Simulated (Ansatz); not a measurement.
# ClGaH4OSi: rotation by 180° about the O1–Ga2 bond, part 2 of 2

Wanted: the energy profile along the rotation by 180° about the O1–Ga2 bond, from relaxed end points and a band of images. SMILES of the start: [OH][Ga]([SiH3])[Cl].

Ansatz 0.2.0; RKS PBE-D4/def2-SVP. The steps go on from the part before.

## Step 6: What the band shows

Images 0 and 6 are the ends. Energies count from image 0; the path length is the program's own measure over all atoms.

| image | path (Å) | energy (eV) | dihedral H5–O1–Ga2–Cl4 (°) | band force (eV/Å) |
| --- | --- | --- | --- | --- |
| 0 | 0.000 | 0.0000 | 180 | - |
| 1 | 1.013 | 0.0043 | 180 | 0.002 |
| 2 | 2.025 | 0.0082 | -180 | 0.004 |
| 3 | 3.038 | 0.0039 | -180 | 0.012 |
| 4* | 4.051 | 0.1563 | -98 | 0.036 |
| 5 | 5.183 | -0.0788 | 0 | 0.010 |
| 6 | 6.315 | -0.0770 | 0 | - |

The star marks the climbing image.

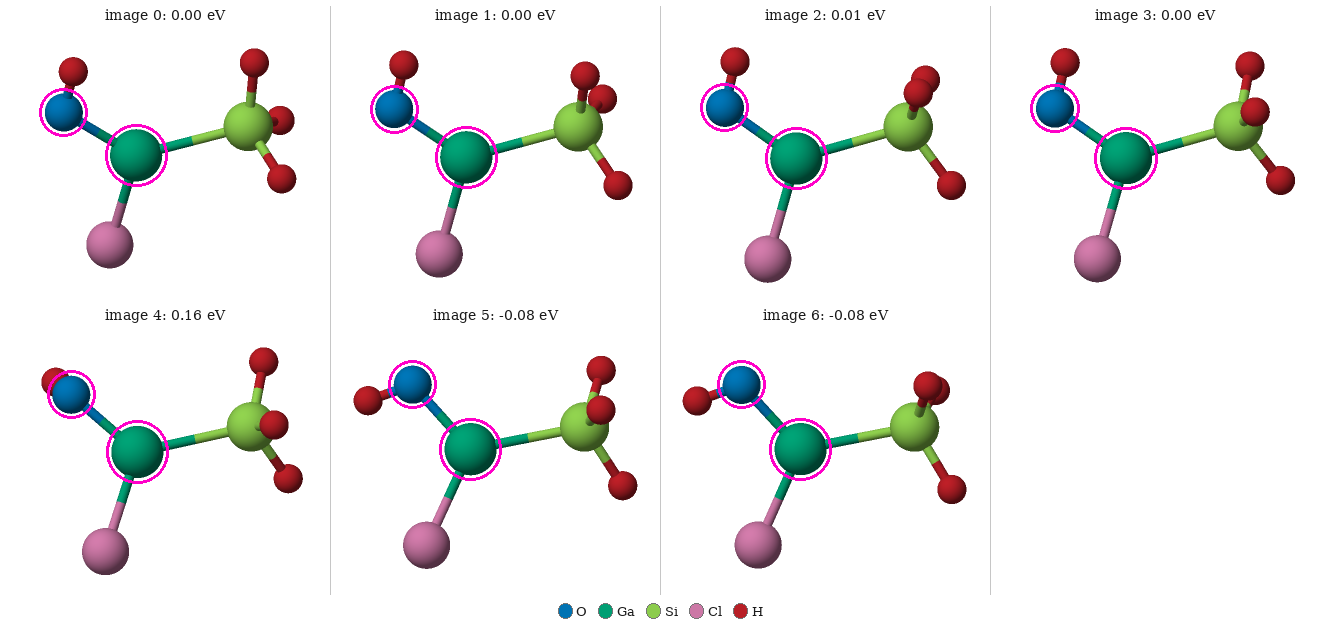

Snapshots along the band, viewed from a chosen angle. Ringed: O1, Ga2. Sticks join atoms closer than a bonding distance in each image.

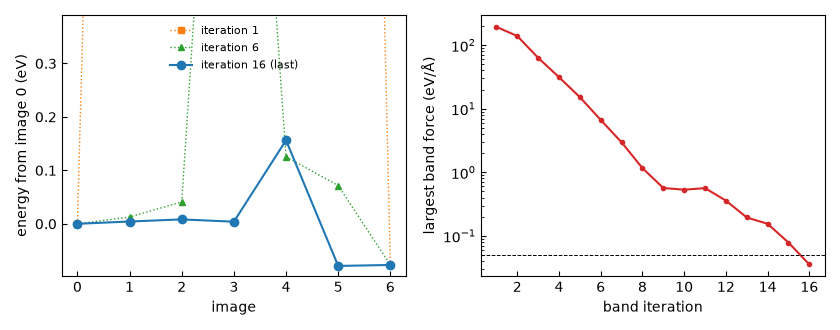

Left: energy of each image for early iterations and the last one (lines only join the points; early values far above the last band run off the scale). Right: the largest band force by iteration, with the threshold dashed.

How the highest energy settled:

| iteration | highest image above image 0 (eV) | largest band force (eV/Å) |
| --- | --- | --- |
| 1 | 69.5138 | 193.980 |
| 3 | 21.2669 | 63.262 |
| 5 | 4.2663 | 15.225 |
| 7 | 0.4218 | 2.963 |
| 9 | 0.1767 | 0.567 |
| 11 | 0.1491 | 0.564 |
| 13 | 0.1498 | 0.195 |
| 15 | 0.1566 | 0.078 |
| 16 | 0.1563 | 0.036 |

The band as a trajectory file:

```xyz
8
image=0 dE=0.0000
O    -0.737    2.177   -0.877
Ga   -0.504    0.391   -0.825
Si    0.598   -0.964    0.826
Cl   -1.403   -0.516   -2.576
H    -0.348    2.630   -0.106
H     1.126   -0.116    1.951
H     1.741   -1.695    0.177
H    -0.381   -1.964    1.376
8
image=1 dE=0.0043
O    -0.572    2.169   -0.992
Ga   -0.568    0.379   -0.791
Si    0.576   -0.964    0.842
Cl   -1.791   -0.527   -2.335
H    -0.037    2.626   -0.316
H     0.721   -0.209    2.136
H     1.949   -1.295    0.321
H    -0.186   -2.236    1.081
8
image=2 dE=0.0082
O    -0.435    2.132   -1.117
Ga   -0.621    0.377   -0.756
Si    0.572   -0.961    0.848
Cl   -2.163   -0.463   -2.027
H     0.251    2.560   -0.571
H     0.343   -0.412    2.230
H     2.047   -0.905    0.551
H     0.100   -2.386    0.787
8
image=3 dE=0.0039
O    -0.347    2.086   -1.249
Ga   -0.668    0.403   -0.691
Si    0.590   -0.958    0.839
Cl   -2.496   -0.326   -1.601
H     0.469    2.463   -0.870
H     0.065   -0.731    2.231
H     2.048   -0.585    0.806
H     0.432   -2.408    0.479
8
image=4 dE=0.1563
O    -0.256    2.216   -0.871
Ga   -0.627    0.480   -0.555
Si    0.604   -1.014    0.870
Cl   -2.520   -0.168   -1.419
H     0.339    2.417   -1.614
H    -0.055   -1.034    2.223
H     2.027   -0.553    1.020
H     0.579   -2.401    0.290
8
image=5 dE=-0.0788
O     0.141    2.097   -0.877
Ga   -0.491    0.437   -0.588
Si    0.627   -1.065    0.904
Cl   -2.326   -0.011   -1.681
H    -0.424    2.604   -1.491
H     0.139   -0.802    2.302
H     2.110   -0.831    0.844
H     0.317   -2.487    0.530
8
image=6 dE=-0.0770
O    -0.077    2.187   -0.629
Ga   -0.476    0.432   -0.605
Si    0.631   -1.069    0.897
Cl   -2.006   -0.144   -2.050
H    -0.597    2.674   -1.295
H     0.599   -0.505    2.290
H     2.063   -1.223    0.462
H    -0.046   -2.409    0.875
```

## Step 7: Vibrations at the top

The geometry is the highest inner image of the first converged band.

input.yaml reads:

```yaml
crystal:
  periodic: [false, false, false]
  atoms:
    - { symbol: O, position_ang: [-0.256281, 2.215669, -0.87099] }
    - { symbol: Ga, position_ang: [-0.626627, 0.480318, -0.55505] }
    - { symbol: Si, position_ang: [0.604243, -1.014499, 0.870418] }
    - { symbol: Cl, position_ang: [-2.520112, -0.16772, -1.419016] }
    - { symbol: H, position_ang: [0.339094, 2.417139, -1.61419] }
    - { symbol: H, position_ang: [-0.054577, -1.034194, 2.22327] }
    - { symbol: H, position_ang: [2.027446, -0.553162, 1.019988] }
    - { symbol: H, position_ang: [0.579014, -2.400653, 0.289768] }
basis:
  gaussian: { orbitals: def2-SVP }
hamiltonian:
  xc: pbe
  dispersion: d4
phonons: {}
```

Launch:

```sh
ansatz run input.yaml --threads 2 --pin off --max-ram 3072MiB --backend cpu --events-out ev --progress --plain --runs-dir out
```

The program printed, shortened:

```text
Warning: RAYON_NUM_THREADS=2 ignored (pool sized by the plan → 2); use --threads N
[...]
Functional definition: PBE
[...]
1121 factors; their error is unknown
[...]
mean field -74858.42154094 eV, -2750.9962507690 hartree, gradient 4.0e-5 eV, S^2 0.000000; 0 other end points of the search recorded, 0 dependent functions left out
[...]
reference -74858.42158049 eV, -2750.9962522226 hartree; 37, 37 occupied and 65, 65 virtual orbitals, 1121 factors
[...]
1121 factors; their error is unknown
mean field -74858.42146615 eV, -2750.9962480205 hartree, gradient 2.9e-6 eV, S^2 0.000000; 0 other end points of the search recorded, 0 dependent functions left out
[...]
reference -74858.42150570 eV, -2750.9962494738 hartree; 37, 37 occupied and 65, 65 virtual orbitals, 1121 factors
[...]
1121 factors; their error is unknown
mean field -74858.42149212 eV, -2750.9962489751 hartree, gradient 2.4e-6 eV, S^2 0.000000; 0 other end points of the search recorded, 0 dependent functions left out
[...]
WARN: phonons: modes at or below zero, which the zero-point energy, F, S and C_V leave out: 1, the lowest at -399.16 cm⁻¹. A minimum has none, and a first-order saddle one
[...]
Total energy: -74858.60460660 eV, -2751.0029783080 hartree
Atom 0 at    -0.256281     2.215669    -0.870990 Å, force    -0.009022     0.035963     0.015425 eV/Å
Atom 1 at    -0.626627     0.480318    -0.555050 Å, force     0.003338    -0.019083    -0.000799 eV/Å
Atom 2 at     0.604243    -1.014499     0.870418 Å, force    -0.001385     0.007656    -0.003083 eV/Å
Atom 3 at    -2.520112    -0.167720    -1.419016 Å, force     0.002848     0.000751    -0.000793 eV/Å
Atom 4 at     0.339094     2.417139    -1.614190 Å, force     0.004805    -0.021558    -0.010188 eV/Å
Atom 5 at    -0.054577    -1.034194     2.223270 Å, force     0.000622    -0.001193     0.000402 eV/Å
Atom 6 at     2.027446    -0.553162     1.019988 Å, force    -0.000580    -0.000986     0.000666 eV/Å
Atom 7 at     0.579014    -2.400653     0.289768 Å, force    -0.000625    -0.001550    -0.001629 eV/Å
Dipole moment:     0.522647    -0.115532     0.010845 e Å
Vibrations: -399.16 17.21 86.51 126.05 172.65 311.99 404.25 441.57 477.03 611.02 696.36 814.10 896.08 901.39 2158.66 2176.84 2183.13 3764.39 cm⁻¹, zero-point energy 1.006705 eV
```

It took 27 s on 2 threads of Intel Xeon 6975P-C (Granite Rapids), shared host; peak memory 0.15 GiB.

Of 18 modes, 1 is imaginary by more than 30 cm⁻¹ (399i cm⁻¹).

## Step 8: The band again, with other settings

crystal.atoms is end A as relaxed above, and neb.final_atoms is end B, turned to lie on A. With 5 inner images the band has 7 in all.

input.yaml reads:

```yaml
crystal:
  periodic: [false, false, false]
  atoms:
    - { symbol: O, position_ang: [-0.737113, 2.176667, -0.877206] }
    - { symbol: Ga, position_ang: [-0.503787, 0.391341, -0.824708] }
    - { symbol: Si, position_ang: [0.598114, -0.964168, 0.825637] }
    - { symbol: Cl, position_ang: [-1.403199, -0.516058, -2.576263] }
    - { symbol: H, position_ang: [-0.348007, 2.630454, -0.10628] }
    - { symbol: H, position_ang: [1.126487, -0.115587, 1.950743] }
    - { symbol: H, position_ang: [1.741147, -1.695424, 0.176554] }
    - { symbol: H, position_ang: [-0.381442, -1.964326, 1.375722] }
basis:
  gaussian: { orbitals: def2-SVP }
hamiltonian:
  xc: pbe
  dispersion: d4
neb:
  order_check: false
  images: 5
  f_tol: 0.05
  max_iterations: 60
  initial_path: linear
  final_atoms:
    - { symbol: O, position_ang: [-0.07673901, 2.18677676, -0.62871096] }
    - { symbol: Ga, position_ang: [-0.47591934, 0.43223028, -0.60499069] }
    - { symbol: Si, position_ang: [0.63143387, -1.06897164, 0.89654662] }
    - { symbol: Cl, position_ang: [-2.0058516, -0.14437226, -2.0500444] }
    - { symbol: H, position_ang: [-0.5974332, 2.67443292, -1.29527729] }
    - { symbol: H, position_ang: [0.59909133, -0.5049401, 2.2899278] }
    - { symbol: H, position_ang: [2.06330488, -1.22288532, 0.46208898] }
    - { symbol: H, position_ang: [-0.04568694, -2.40937164, 0.87465893] }
```

Launch:

```sh
ansatz run input.yaml --threads 2 --pin off --max-ram 3072MiB --backend cpu --events-out ev --progress --plain --runs-dir out
```

The program printed, shortened:

```text
Warning: RAYON_NUM_THREADS=2 ignored (pool sized by the plan → 2); use --threads N
[...]
[... 1 set-up line as earlier in the session ...]
[...]
1121 factors; their error is unknown
[...]
mean field -74858.57710216 eV, -2751.0019675384 hartree, gradient 3.6e-5 eV, S^2 0.000000; 0 other end points of the search recorded, 0 dependent functions left out
[...]
reference -74858.57714079 eV, -2751.0019689580 hartree; 37, 37 occupied and 65, 65 virtual orbitals, 1121 factors
1121 factors; their error is unknown
[...]
mean field -74858.65459044 eV, -2751.0048151801 hartree, gradient 3.3e-5 eV, S^2 0.000000; 0 other end points of the search recorded, 0 dependent functions left out
[...]
reference -74858.65462953 eV, -2751.0048166166 hartree; 37, 37 occupied and 65, 65 virtual orbitals, 1121 factors
NEB end point (image 0): max|allowed force component| = 6.391e-3 eV/Å (the criterion of neb.relax_end_points is 1.000e-2)
[...]
1121 factors; their error is unknown
mean field -74858.57357293 eV, -2751.0018378415 hartree, gradient 1.1e-5 eV, S^2 0.000000; 0 other end points of the search recorded, 0 dependent functions left out
[...]
reference -74858.57361150 eV, -2751.0018392589 hartree; 37, 37 occupied and 65, 65 virtual orbitals, 1121 factors
[...]
1121 factors; their error is unknown
mean field -74858.50910927 eV, -2750.9994688459 hartree, gradient 1.1e-5 eV, S^2 0.000000; 0 other end points of the search recorded, 0 dependent functions left out
[...]
reference -74858.50914873 eV, -2750.9994702960 hartree; 37, 37 occupied and 65, 65 virtual orbitals, 1121 factors
[...]
1121 factors; their error is unknown
mean field -74858.41343459 eV, -2750.9959528663 hartree, gradient 1.5e-5 eV, S^2 0.000000; 0 other end points of the search recorded, 0 dependent functions left out
[...]
reference -74858.41347427 eV, -2750.9959543244 hartree; 37, 37 occupied and 65, 65 virtual orbitals, 1121 factors
[...]
1121 factors; their error is unknown
[...]
```

## Step 9: More of the same log: band between the two ends

Output, continued, shortened:

```text
mean field -74858.55637739 eV, -2751.0012059171 hartree, gradient 2.6e-5 eV, S^2 0.000000; 0 other end points of the search recorded, 0 dependent functions left out
[...]
reference -74858.55641639 eV, -2751.0012073505 hartree; 37, 37 occupied and 65, 65 virtual orbitals, 1121 factors
[...]
1121 factors; their error is unknown
mean field -74858.64682024 eV, -2751.0045296305 hartree, gradient 8.4e-6 eV, S^2 0.000000; 0 other end points of the search recorded, 0 dependent functions left out
[...]
reference -74858.64685901 eV, -2751.0045310553 hartree; 37, 37 occupied and 65, 65 virtual orbitals, 1121 factors
NEB iter   4: max|band force component| = 1.494e-1 eV/Å  barrier→ = 0.1639 eV  barrier← = 0.2409 eV  CI = image 3  Δτ_max = 0.0705 Å  (142 SCF iters)
[...]
Total energy: -74858.60471235 eV, -2751.0029821941 hartree
Atom 0 at    -0.017704     2.153878    -1.054507 Å, force     0.008016    -0.004667    -0.010165 eV/Å
Atom 1 at    -0.470077     0.438856    -0.724738 Å, force    -0.001363     0.003699    -0.002853 eV/Å
Atom 2 at     0.583320    -1.048467     0.842295 Å, force     0.003333    -0.002352     0.002400 eV/Å
Atom 3 at    -1.985117    -0.328242    -2.091120 Å, force     0.000143     0.000672     0.000788 eV/Å
Atom 4 at    -0.451344     2.830845    -0.505404 Å, force    -0.007068     0.001910     0.010347 eV/Å
Atom 5 at     1.173801    -0.279119     1.991569 Å, force    -0.003092     0.001141    -0.001852 eV/Å
Atom 6 at     1.683808    -1.787142     0.128898 Å, force    -0.003981    -0.001595     0.001632 eV/Å
Atom 7 at    -0.424485    -2.037710     1.357206 Å, force     0.004012     0.001193    -0.000297 eV/Å
Dipole moment:     0.106724     0.060199     0.522714 e Å
this run last wrote the band of iteration 7 to <dir>
```

It took 35 s on 2 threads of Intel Xeon 6975P-C (Granite Rapids), shared host; peak memory 0.17 GiB.

## Step 10: What the band shows

The 5 inner images lie between the fixed ends 0 and 6. Energy is taken from image 0, and the path length is the program's own coordinate along the band.

| image | path (Å) | energy (eV) | dihedral H5–O1–Ga2–Cl4 (°) | band force (eV/Å) |
| --- | --- | --- | --- | --- |
| 0 | 0.000 | 0.0000 | 180 | - |
| 1 | 0.427 | 0.0013 | 178 | 0.005 |
| 2 | 0.855 | 0.0739 | 142 | 0.010 |
| 3* | 1.282 | 0.1561 | 98 | 0.009 |
| 4 | 1.865 | -0.0017 | 34 | 0.023 |
| 5 | 2.449 | -0.0792 | -1 | 0.010 |
| 6 | 3.032 | -0.0770 | 0 | - |

The star marks the climbing image.

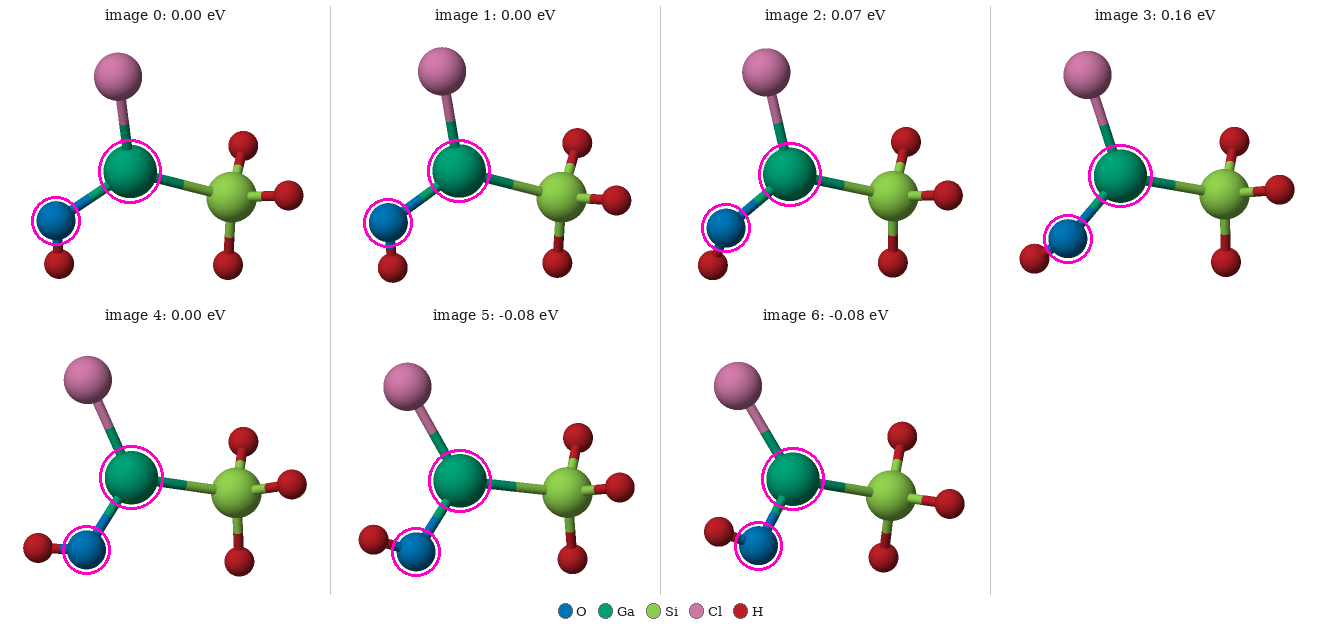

The images of the last band, seen from a chosen angle. Ringed: O1, Ga2. Sticks join atoms closer than a bonding distance in each image.

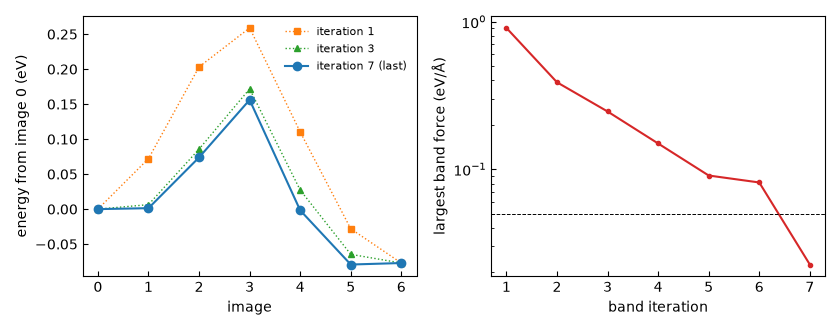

Left: energy of each image for early iterations and the last one (lines only join the points; early values far above the last band run off the scale). Right: the largest band force by iteration, with the threshold dashed.

## Step 11: Results

The summary covers parts 1 to 2.

```
                                quantity                                                     value
                                   end A                                 31 moves, 69.215 eV lower
                                   end B                                 11 moves, 69.575 eV lower
            first band: barrier forwards                                                   0.16 eV
           first band: barrier backwards                                                   0.23 eV
first band: second end relative to first                                                 -0.077 eV
               first band: highest image                                     4 of 0 to 6, climbing
             first band: band iterations                                                        16
              imaginary modes at the top                                                 399i cm⁻¹
                             second band  top 0.156 eV above image 0, 7 iterations, 5 inner images
             time, first and second band                                             73 s and 35 s
```

In words: In the first band: the top lies 0.16 eV above the first end, or 6 kT at room temperature. The second end lies 0.077 eV below the first, so the way back costs 0.23 eV. The listed dihedral goes from 180° at end A through -98° at the highest image to 0° at end B. One imaginary mode, as a first-order saddle point has. The second band's top agrees with the first's to 1 meV, so the changed settings hardly move the height. Zero-point energy and entropy are left out.
